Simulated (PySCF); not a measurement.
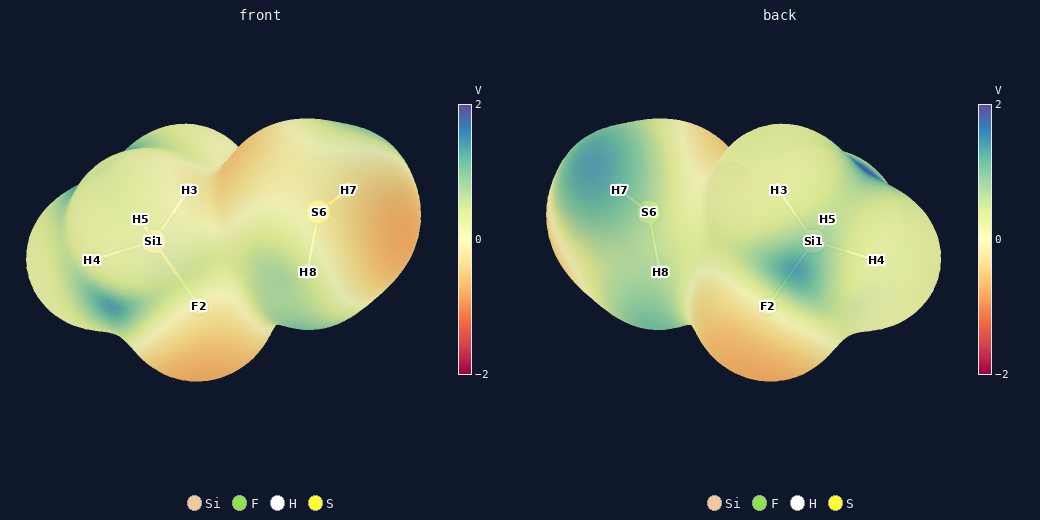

The picture shows: FH₃Si···H₂S (SMILES F[SiH3].S). The molecular electrostatic potential painted on the density surface at 0.002 e/bohr³, seen from the front and from behind; red is negative and blue positive.

Geometry: PBE0-D3(BJ)/def2-TZVPD.

Computed with wB97M-D3(BJ)/def2-TZVPD, SCF density, gas phase in PySCF 2.14.0.

Input file:

```
{"job": {"kind": "inter", "xc": "wB97M-D3(BJ)", "basis": "def2-TZVPD", "pairs": false}, "charge": 0, "multiplicity": 1, "parts": [{"atoms": "0-4", "charge": 0, "multiplicity": 1}, {"atoms": "5-7", "charge": 0, "multiplicity": 1}]}
Si    -0.045698    -0.228918     0.143543
F      1.462265    -0.586782    -0.277449
H     -0.321563     1.174017    -0.238125
H     -0.935216    -1.153887    -0.599045
H     -0.190878    -0.431243     1.601931
S      2.521651     1.961989     1.790718
H      2.435388     2.948994     0.885567
H      2.948257     1.081607     0.871444
```

Command:

```sh
OMP_NUM_THREADS=1 python cluster_run.py task.json out
```

### Which sites attract a positive test charge, and which a negative one?

A positive charge is drawn to the negative regions and a negative charge to the positive ones. The most negative region (about −0.8 V) lies over S6, the most positive (about +1.8 V) over Si1.
